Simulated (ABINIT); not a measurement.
## Mg3PbS (Pm-3m): zone-centre phonons

Aim: the zone-centre modes of Mg3PbS (Pm-3m).

Calculated with ABINIT 10.8.3; DFT LDA, scalar-relativistic, plane waves, HGH norm-conserving pseudopotentials.

The structure was built from a prototype and need not be the compound's stable phase.

## (1) The starting structure

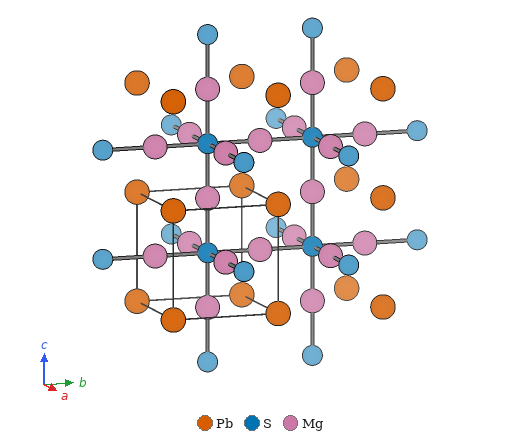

The cell as given, slightly off an axis (lead orange, sulfur blue, magnesium pink). 1×2×2 cells are drawn. Some periodic images of atoms are drawn too.

As a file:

```cif
data_structure
_symmetry_space_group_name_H-M 'Pm-3m'
_symmetry_Int_Tables_number 221
_cell_length_a 5.2224
_cell_length_b 5.2224
_cell_length_c 5.2224
_cell_angle_alpha 90.000
_cell_angle_beta 90.000
_cell_angle_gamma 90.000
_cell_volume 142.43
loop_
_atom_site_label
_atom_site_type_symbol
_atom_site_symmetry_multiplicity
_atom_site_Wyckoff_symbol
_atom_site_fract_x
_atom_site_fract_y
_atom_site_fract_z
_atom_site_occupancy
Pb1 Pb 1 a 0.00000 0.00000 0.00000 1
S1 S 1 b 0.50000 0.50000 0.50000 1
Mg1 Mg 3 c 0.50000 0.50000 0.00000 1
```

## (2) A probe with smearing

A first run with smearing and empty bands tells whether the crystal has a gap, which decides between fixed occupations and smearing later on.

probe.abi

```
# ground state
tolvrs 1.0d-08
prtden 1
prtwf 1

# basis, mesh and filling
ecut 30.0
ixc 7
ngkpt 4 4 4
nshiftk 1
shiftk 0.0 0.0 0.0
istwfk *1
occopt 7
tsmear 0.005
nband 14
nstep 100
diemac 9.0
prtebands 0
prtgsr 0

# cell and atoms
acell 9.868905713 9.868905713 9.868905713
rprim 
    1.0 0.0 0.0
    0.0 1.0 0.0
    0.0 0.0 1.0
ntypat 3
znucl 82 16 12
natom 5
typat 1 2 3 3 3
xred 
    0.0 0.0 0.0
    0.5 0.5 0.5
    0.5 0.5 0.0
    0.5 0.0 0.5
    0.0 0.5 0.5
pp_dirpath "./pseudo"
pseudos "Pb.hgh, S.hgh, Mg.hgh"
```

Started as:

```console
$ OMP_NUM_THREADS=1 mpirun -n 4 abinit probe.abi > probe.log
```

Numbers of over 12 decimals in the logs are rounded to 6 here.

probe.abo, the main output file:

```text
[banners, grids, parts of the stress and lines that vanish by symmetry left out]
- input  file    -> probe.abi
- output file    -> probe.abo
- root for input  files -> probei
[...]
Symmetries : space group Pm -3 m (#221); Bravais cP (primitive cubic)
[...]
mpw =        7568          nfft =      125000          nkpt =          10
[...]
== DATASET  1 ==================================================================
[...]
cutoff_energies: {ecut:  30.0, pawecutdg:  -1.0, }
[...]
Exchange-correlation functional for the present dataset will be:
  LDA: Perdew-Wang 92 LSD fit to Ceperley-Alder data - ixc=7
[...]
ETOT  1  -16.479494019751    -1.648E+01 1.441E-02 8.829E+02
 ETOT  2  -16.573901869062    -9.441E-02 3.315E-03 2.914E+02
 ETOT  3  -16.619334871151    -4.543E-02 6.955E-04 6.793E+00
 ETOT  4  -16.620223993058    -8.891E-04 1.257E-04 1.051E-02
 ETOT  5  -16.620224901817    -9.088E-07 2.152E-04 5.102E-03
 ETOT  6  -16.620225558145    -6.563E-07 5.130E-05 2.954E-05
 ETOT  7  -16.620225563775    -5.630E-09 1.430E-04 1.655E-07
 ETOT  8  -16.620225563787    -1.262E-11 5.068E-05 8.958E-09
 At SCF step    8       vres2   =  8.96E-09 < tolvrs=  1.00E-08 =>converged.
[...]
sigma(1 1)=  2.57720035E-04  sigma(3 2)=  0.00000000E+00
  sigma(2 2)=  2.57720035E-04  sigma(3 1)=  0.00000000E+00
  sigma(3 3)=  2.57720035E-04  sigma(2 1)=  0.00000000E+00
[...]
convergence: {deltae: -1.262E-11, res2:  8.958E-09, residm:  5.068E-05, diffor: null, }
etotal    :  -1.66202256E+01
[...]
sigma(1 1)=  2.57720035E-04  sigma(3 2)=  0.00000000E+00
  sigma(2 2)=  2.57720035E-04  sigma(3 1)=  0.00000000E+00
  sigma(3 3)=  2.57720035E-04  sigma(2 1)=  0.00000000E+00
[...]
- sigma(1 1)=  7.58238520E+00  sigma(3 2)=  0.00000000E+00
- sigma(2 2)=  7.58238520E+00  sigma(3 1)=  0.00000000E+00
- sigma(3 3)=  7.58238520E+00  sigma(2 1)=  0.00000000E+00
[...]
fcart     -0.0000000000E+00 -0.0000000000E+00 -0.0000000000E+00
           strten      2.5772003478E-04  2.5772003478E-04  2.5772003478E-04
================================================================================

[key lines of the parts left out:]
pressure_GPa:  -7.5824E+00
```

Wall time 9.2 s (4 MPI ranks of Arm Neoverse V1, shared host); 36 s of CPU time.

Numbers from this step:

| Property | Result |
| --- | --- |
| volume per atom | 28.49 Å³ |
| pressure | -7.582 GPa |
| gap on the k-mesh | 0 eV |

No gap opens on this mesh, so smearing is kept; the printed pressure holds the stress of the finite basis too.

## (3) Rough relaxation

The typed start is rough, so a first relaxation with smearing and loose thresholds takes it towards rest cheaply.

prerelax.abi

```
# relaxation
ionmov 2
optcell 2
dilatmx 1.15
chkdilatmx 0
ntime 40
tolmxf 3.0d-04
tolvrs 1.0d-10
prtwf 0
prtden 0
chksymtnons 0

# basis, mesh and filling
ecut 31.0
ecutsm 3.0
ixc 7
ngkpt 4 4 4
nshiftk 1
shiftk 0.0 0.0 0.0
istwfk *1
occopt 7
tsmear 0.005
nband 14
nstep 100
diemac 1000000.0
prtebands 0
prtgsr 0

# cell and atoms
acell 9.868905713 9.868905713 9.868905713
rprim 
    1.0 0.0 0.0
    0.0 1.0 0.0
    0.0 0.0 1.0
ntypat 3
znucl 82 16 12
natom 5
typat 1 2 3 3 3
xred 
    0.0 0.0 0.0
    0.5 0.5 0.5
    0.5 0.5 0.0
    0.5 0.0 0.5
    0.0 0.5 0.5
pp_dirpath "./pseudo"
pseudos "Pb.hgh, S.hgh, Mg.hgh"
```

Started as:

```console
$ OMP_NUM_THREADS=1 mpirun -n 4 abinit prerelax.abi > prerelax.log
```

prerelax.abo, the main output file:

```text
[banners, grids, parts of the stress and lines that vanish by symmetry left out]
- input  file    -> prerelax.abi
- output file    -> prerelax.abo
- root for input  files -> prerelaxi
[...]
Symmetries : space group Pm -3 m (#221); Bravais cP (primitive cubic)
[...]
mpw =       12140          nfft =      216000          nkpt =          10
[...]
== DATASET  1 ==================================================================
[...]
cutoff_energies: {ecut:  31.0, pawecutdg:  -1.0, }
[...]
Exchange-correlation functional for the present dataset will be:
  LDA: Perdew-Wang 92 LSD fit to Ceperley-Alder data - ixc=7
[...]
ETOT  1  -16.475627164590    -1.648E+01 1.624E-02 1.566E+03
 ETOT  2  -16.597766365971    -1.221E-01 5.742E-03 2.170E+02
 ETOT  3  -16.619480021239    -2.171E-02 8.819E-04 9.498E+00
 ETOT  4  -16.620182979551    -7.030E-04 6.861E-04 7.288E-02
[...]
ETOT  7  -16.659319496576    -9.912E-13 3.540E-10 3.234E-11
 At SCF step    7       vres2   =  3.23E-11 < tolvrs=  1.00E-10 =>converged.
[...]
sigma(1 1)=  1.59505794E-07  sigma(3 2)=  0.00000000E+00
  sigma(2 2)=  1.59505794E-07  sigma(3 1)=  0.00000000E+00
  sigma(3 3)=  1.59505794E-07  sigma(2 1)=  0.00000000E+00
[...]
convergence: {deltae: -9.912E-13, res2:  3.234E-11, residm:  3.540E-10, diffor: null, }
etotal    :  -1.66593195E+01
[...]
At Broyd/MD step   7, gradients are converged :
[...]
sigma(1 1)=  1.59505794E-07  sigma(3 2)=  0.00000000E+00
  sigma(2 2)=  1.59505794E-07  sigma(3 1)=  0.00000000E+00
  sigma(3 3)=  1.59505794E-07  sigma(2 1)=  0.00000000E+00
[...]
- sigma(1 1)=  4.69282248E-03  sigma(3 2)=  0.00000000E+00
- sigma(2 2)=  4.69282248E-03  sigma(3 1)=  0.00000000E+00
- sigma(3 3)=  4.69282248E-03  sigma(2 1)=  0.00000000E+00
[...]
fcart     -0.0000000000E+00 -0.0000000000E+00 -0.0000000000E+00
           strten      1.5950579404E-07  1.5950579404E-07  1.5950579404E-07
================================================================================

[key lines of the parts left out:]
pressure_GPa:  -4.6928E-03
Total energy (etotal) [Ha]= -1.66593194965758E+01
```

The job ended after 1.7 min (4 MPI ranks; 6.9 min of CPU time).

Relaxation path:

| step | energy less that of the first step (eV) | largest force (eV/Å) | volume (Å³) |
| --- | --- | --- | --- |
| 1 | 0.0000 | 0.0000 | 142.43 |
| 2 | -0.1504 | 0.0000 | 139.18 |
| 3 | -0.4789 | 0.0000 | 89.65 |
| 4 | -0.9994 | 0.0000 | 114.03 |
| 5 | -1.0602 | 0.0000 | 108.60 |
| 6 | -1.0646 | 0.0000 | 106.42 |
| 7 | -1.0648 | 0.0000 | 106.81 |

| conventional cell, symmetrised | before | after | change |
| --- | --- | --- | --- |
| a (Å) | 5.222 | 4.745 | -9.1 % |
| b (Å) | 5.222 | 4.745 | -9.1 % |
| c (Å) | 5.222 | 4.745 | -9.1 % |
| volume (Å³/atom) | 28.49 | 21.36 | -25.0 % |

Final coordinates:

```
Pb S Mg
1.0
     4.74461    0.00000    0.00000
     0.00000    4.74461    0.00000
     0.00000    0.00000    4.74461
Pb S Mg
1 1 3
Direct
  0.00000 0.00000 0.00000
  0.50000 0.50000 0.50000
  0.50000 0.50000 0.00000
  0.50000 0.00000 0.50000
  0.00000 0.50000 0.50000
```

This step gave:

```yaml
volume_per_atom: 21.36 Å³
pressure: -0.004693 GPa
```

The volume changes by -25.0 % in this run and stands -25.0 % from the first cell.

## (4) Rough relaxation

The cell changed much, so the rough relaxation is repeated on a basis made for the new cell.

prerelax.abi: that of step 3 with these lines changed.

```diff
@@ -29,3 +29,3 @@
 # cell and atoms
-acell 9.868905713 9.868905713 9.868905713
+acell 8.966022078 8.966022078 8.966022078
 rprim
```

prerelax.abo, the main output file:

```text
[banners, grids, parts of the stress and lines that vanish by symmetry left out]
- input  file    -> prerelax.abi
- output file    -> prerelax.abo
- root for input  files -> prerelaxi
[...]
Symmetries : space group Pm -3 m (#221); Bravais cP (primitive cubic)
[...]
mpw =        9104          nfft =      157464          nkpt =          10
[...]
== DATASET  1 ==================================================================
[...]
cutoff_energies: {ecut:  31.0, pawecutdg:  -1.0, }
[...]
Exchange-correlation functional for the present dataset will be:
  LDA: Perdew-Wang 92 LSD fit to Ceperley-Alder data - ixc=7
[...]
ETOT  1  -16.535234400632    -1.654E+01 1.810E-02 1.145E+03
 ETOT  2  -16.650858057639    -1.156E-01 7.013E-03 6.346E+01
 ETOT  3  -16.659037082084    -8.179E-03 4.656E-04 3.670E+00
 ETOT  4  -16.659318448226    -2.814E-04 3.483E-04 1.702E-02
 ETOT  5  -16.659319383937    -9.357E-07 1.589E-04 1.572E-03
 ETOT  6  -16.659319502660    -1.187E-07 7.905E-05 1.090E-05
 ETOT  7  -16.659319503647    -9.873E-10 4.232E-05 1.413E-07
 ETOT  8  -16.659319503658    -1.062E-11 1.045E-05 1.546E-09
 ETOT  9  -16.659319503657     5.862E-13 6.725E-05 3.142E-11
 At SCF step    9       vres2   =  3.14E-11 < tolvrs=  1.00E-10 =>converged.
[...]
sigma(1 1)=  1.59403168E-07  sigma(3 2)=  0.00000000E+00
  sigma(2 2)=  1.59403168E-07  sigma(3 1)=  0.00000000E+00
  sigma(3 3)=  1.59403168E-07  sigma(2 1)=  0.00000000E+00
[...]
convergence: {deltae:  5.862E-13, res2:  3.142E-11, residm:  6.725E-05, diffor: null, }
etotal    :  -1.66593195E+01
[...]
At Broyd/MD step   1, gradients are converged :
[...]
sigma(1 1)=  1.59403168E-07  sigma(3 2)=  0.00000000E+00
  sigma(2 2)=  1.59403168E-07  sigma(3 1)=  0.00000000E+00
  sigma(3 3)=  1.59403168E-07  sigma(2 1)=  0.00000000E+00
[...]
- sigma(1 1)=  4.68980311E-03  sigma(3 2)=  0.00000000E+00
- sigma(2 2)=  4.68980311E-03  sigma(3 1)=  0.00000000E+00
- sigma(3 3)=  4.68980311E-03  sigma(2 1)=  0.00000000E+00
[...]
fcart     -0.0000000000E+00 -0.0000000000E+00 -0.0000000000E+00
           strten      1.5940316788E-07  1.5940316788E-07  1.5940316788E-07
================================================================================

[key lines of the parts left out:]
pressure_GPa:  -4.6898E-03
Total energy (etotal) [Ha]= -1.66593195036571E+01
```

Run time: 12 s. Hardware: 4 MPI ranks.

Little changed from the start: no atom moved by 0.005 Å and no cell edge by 0.1 %.

This step gave:

* pressure: -0.004690 GPa

The volume changes by +0.0 % in this run and stands -25.0 % from the first cell.

## (5) Relaxing the cell and atoms

The harmonic expansion needs vanishing forces, and a free crystal bears no stress, so cell and atoms are brought to rest. Stress is more sensitive to the basis than forces are: the last 3 Ha under the cutoff are smoothed with ecutsm, and the cutoff is raised above that of the later runs.

relax.abi, as its differences from prerelax.abi of step 4:

```diff
@@ -3,7 +3,6 @@
 optcell 2
-dilatmx 1.15
-chkdilatmx 0
+dilatmx 1.08
 ntime 40
-tolmxf 3.0d-04
-tolvrs 1.0d-10
+tolmxf 1.0d-05
+tolvrs 1.0d-14
 prtwf 0
@@ -13,6 +12,6 @@
 # basis, mesh and filling
-ecut 31.0
+ecut 38.0
 ecutsm 3.0
 ixc 7
-ngkpt 4 4 4
+ngkpt 6 6 6
 nshiftk 1
@@ -21,3 +20,3 @@
 occopt 7
-tsmear 0.005
+tsmear 0.01
 nband 14
```

Started as:

```console
$ OMP_NUM_THREADS=1 mpirun -n 4 abinit relax.abi > relax.log
```

relax.abo, the main output file:

```text
[banners, grids, parts of the stress and lines that vanish by symmetry left out]
- input  file    -> relax.abi
- output file    -> relax.abo
- root for input  files -> relaxi
[...]
Symmetries : space group Pm -3 m (#221); Bravais cP (primitive cubic)
[...]
mpw =       10192          nfft =      157464          nkpt =          20
[...]
== DATASET  1 ==================================================================
[...]
cutoff_energies: {ecut:  38.0, pawecutdg:  -1.0, }
[...]
Exchange-correlation functional for the present dataset will be:
  LDA: Perdew-Wang 92 LSD fit to Ceperley-Alder data - ixc=7
[...]
ETOT  1  -16.528898427170    -1.653E+01 2.521E-02 1.183E+03
 ETOT  2  -16.653317164626    -1.244E-01 8.571E-03 7.428E+01
 ETOT  3  -16.662538664899    -9.222E-03 7.047E-04 3.792E+00
 ETOT  4  -16.662827878105    -2.892E-04 2.590E-04 1.663E-02
 ETOT  5  -16.662828777798    -8.997E-07 2.983E-04 1.950E-03
[...]
At SCF step   11       vres2   =  2.55E-15 < tolvrs=  1.00E-14 =>converged.
[...]
sigma(1 1)= -7.71296954E-06  sigma(3 2)=  0.00000000E+00
  sigma(2 2)= -7.71296954E-06  sigma(3 1)=  0.00000000E+00
  sigma(3 3)= -7.71296954E-06  sigma(2 1)=  0.00000000E+00
[...]
convergence: {deltae: -2.132E-13, res2:  2.545E-15, residm:  1.321E-05, diffor: null, }
etotal    :  -1.66628289E+01
[...]
ETOT  1  -16.662829971640    -1.666E+01 8.062E-06 3.299E-02
[...]
At SCF step    9       vres2   =  8.55E-17 < tolvrs=  1.00E-14 =>converged.
[...]
sigma(1 1)= -6.59148776E-06  sigma(3 2)=  0.00000000E+00
  sigma(2 2)= -6.59148776E-06  sigma(3 1)=  0.00000000E+00
  sigma(3 3)= -6.59148776E-06  sigma(2 1)=  0.00000000E+00
[...]
convergence: {deltae: -1.776E-13, res2:  8.553E-17, residm:  2.406E-06, diffor: null, }
etotal    :  -1.66628325E+01
[...]
ETOT  1  -16.662753155128    -1.666E+01 3.921E-06 1.156E+00
[...]
ETOT  8  -16.662842299564     7.923E-13 8.065E-07 7.271E-13
 ETOT  9  -16.662842299565    -8.704E-13 6.773E-07 2.904E-15
 At SCF step    9       vres2   =  2.90E-15 < tolvrs=  1.00E-14 =>converged.
[...]
sigma(1 1)= -5.17773680E-08  sigma(3 2)=  0.00000000E+00
  sigma(2 2)= -5.17773680E-08  sigma(3 1)=  0.00000000E+00
  sigma(3 3)= -5.17773680E-08  sigma(2 1)=  0.00000000E+00
[...]
convergence: {deltae: -8.704E-13, res2:  2.904E-15, residm:  6.773E-07, diffor: null, }
etotal    :  -1.66628423E+01
[...]
At Broyd/MD step   3, gradients are converged :
[...]
sigma(1 1)= -5.17773680E-08  sigma(3 2)=  0.00000000E+00
  sigma(2 2)= -5.17773680E-08  sigma(3 1)=  0.00000000E+00
  sigma(3 3)= -5.17773680E-08  sigma(2 1)=  0.00000000E+00
[...]
- sigma(1 1)= -1.52334276E-03  sigma(3 2)=  0.00000000E+00
- sigma(2 2)= -1.52334276E-03  sigma(3 1)=  0.00000000E+00
- sigma(3 3)= -1.52334276E-03  sigma(2 1)=  0.00000000E+00
[...]
fcart     -0.0000000000E+00 -0.0000000000E+00 -0.0000000000E+00
           strten     -5.1777367992E-08 -5.1777367993E-08 -5.1777367992E-08
================================================================================

[key lines of the parts left out:]
pressure_GPa:   1.5233E-03
Total energy (etotal) [Ha]= -1.66628422995648E+01
```

It took 64 s on 4 MPI ranks.

The steps of the relaxation:

| step | energy less that of the first step (eV) | largest force (eV/Å) | volume (Å³) |
| --- | --- | --- | --- |
| 1 | 0.0000 | 0.0000 | 106.81 |
| 2 | -0.0001 | 0.0000 | 106.88 |
| 3 | -0.0004 | 0.0000 | 107.32 |

| conventional cell, symmetrised | before | after | change |
| --- | --- | --- | --- |
| a (Å) | 4.745 | 4.752 | +0.2 % |
| b (Å) | 4.745 | 4.752 | +0.2 % |
| c (Å) | 4.745 | 4.752 | +0.2 % |
| volume (Å³/atom) | 21.36 | 21.46 | +0.5 % |

The relaxed structure:

```xyz
5
Lattice="4.7522 0.0000 0.0000 0.0000 4.7522 0.0000 0.0000 0.0000 4.7522" Properties=species:S:1:pos:R:3 pbc="T T T"
Pb    0.0000    0.0000    0.0000
S     2.3761    2.3761    2.3761
Mg    2.3761    2.3761    0.0000
Mg    2.3761    0.0000    2.3761
Mg    0.0000    2.3761    2.3761
```

Numbers from this step:

- volume per atom: 21.46 Å³
- pressure: 0.001523 GPa

The volume changes by +0.5 % in this run and stands -24.7 % from the first cell.

## (6) Self-consistent run for the response

First-order wavefunctions inherit every error of the ground state, hence the very tight tolvrs. Smearing stays on, as the first look found no gap above 0.3 eV.

gs.abi

```
# ground state
tolvrs 1.0d-16
prtden 1
prtwf 1

# basis, mesh and filling
ecut 30.0
ixc 7
ngkpt 6 6 6
nshiftk 1
shiftk 0.0 0.0 0.0
istwfk *1
occopt 7
tsmear 0.01
nband 14
nstep 100
diemac 1000000.0
prtebands 0
prtgsr 0

# cell and atoms
acell 8.980348839 8.980348839 8.980348839
rprim 
    1.0 0.0 0.0
    0.0 1.0 0.0
    0.0 0.0 1.0
ntypat 3
znucl 82 16 12
natom 5
typat 1 2 3 3 3
xred 
    0.0 0.0 0.0
    0.5 0.5 0.5
    0.5 0.5 0.0
    0.5 0.0 0.5
    0.0 0.5 0.5
pp_dirpath "./pseudo"
pseudos "Pb.hgh, S.hgh, Mg.hgh"
```

Started as:

```console
$ OMP_NUM_THREADS=1 mpirun -n 4 abinit gs.abi > gs.log
```

gs.abo, the main output file:

```text
[banners, grids, parts of the stress and lines that vanish by symmetry left out]
- input  file    -> gs.abi
- output file    -> gs.abo
- root for input  files -> gsi
[...]
Symmetries : space group Pm -3 m (#221); Bravais cP (primitive cubic)
[...]
mpw =        5716          nfft =      110592          nkpt =          20
[...]
== DATASET  1 ==================================================================
[...]
cutoff_energies: {ecut:  30.0, pawecutdg:  -1.0, }
[...]
Exchange-correlation functional for the present dataset will be:
  LDA: Perdew-Wang 92 LSD fit to Ceperley-Alder data - ixc=7
[...]
ETOT  1  -16.536431553288    -1.654E+01 1.785E-02 8.263E+02
 ETOT  2  -16.652801732959    -1.164E-01 4.318E-03 5.260E+01
 ETOT  3  -16.662123439656    -9.322E-03 1.070E-03 2.711E+00
 ETOT  4  -16.662421540793    -2.981E-04 6.453E-04 1.549E-02
 ETOT  5  -16.662422721928    -1.181E-06 2.041E-04 1.220E-03
[...]
ETOT 11  -16.662422866975    -5.009E-13 5.687E-06 1.595E-15
 ETOT 12  -16.662422866975     3.553E-15 3.173E-06 8.542E-18
 At SCF step   12       vres2   =  8.54E-18 < tolvrs=  1.00E-16 =>converged.
[...]
sigma(1 1)=  2.69929583E-06  sigma(3 2)=  0.00000000E+00
  sigma(2 2)=  2.69929583E-06  sigma(3 1)=  0.00000000E+00
  sigma(3 3)=  2.69929583E-06  sigma(2 1)=  0.00000000E+00
[...]
convergence: {deltae:  3.553E-15, res2:  8.542E-18, residm:  3.173E-06, diffor: null, }
etotal    :  -1.66624229E+01
[...]
sigma(1 1)=  2.69929583E-06  sigma(3 2)=  0.00000000E+00
  sigma(2 2)=  2.69929583E-06  sigma(3 1)=  0.00000000E+00
  sigma(3 3)=  2.69929583E-06  sigma(2 1)=  0.00000000E+00
[...]
- sigma(1 1)=  7.94160251E-02  sigma(3 2)=  0.00000000E+00
- sigma(2 2)=  7.94160251E-02  sigma(3 1)=  0.00000000E+00
- sigma(3 3)=  7.94160251E-02  sigma(2 1)=  0.00000000E+00
[...]
fcart     -0.0000000000E+00 -0.0000000000E+00 -0.0000000000E+00
           strten      2.6992958274E-06  2.6992958274E-06  2.6992958274E-06
================================================================================

[key lines of the parts left out:]
pressure_GPa:  -7.9416E-02
```

It took 15 s on 4 MPI ranks; 58 s of CPU time.

Numbers from this step:

| Quantity | Value |
| --- | --- |
| pressure | -0.07942 GPa |

The cell stands at -0.079 GPa, close enough for phonons.

(Continued in part 2 of 4.)

[Host names and launcher messages were left out of these logs when they were recorded.]

[Logs are printed without paths, hosts, clocks, repeated set-up lines and the standing remarks that a program may print on its own settings, such as how far it seeks lower states.]

[Hosts, paths, dates, database ids (printed as entryN), source tags and the programs' standing remarks are cut or masked in the printed files.]
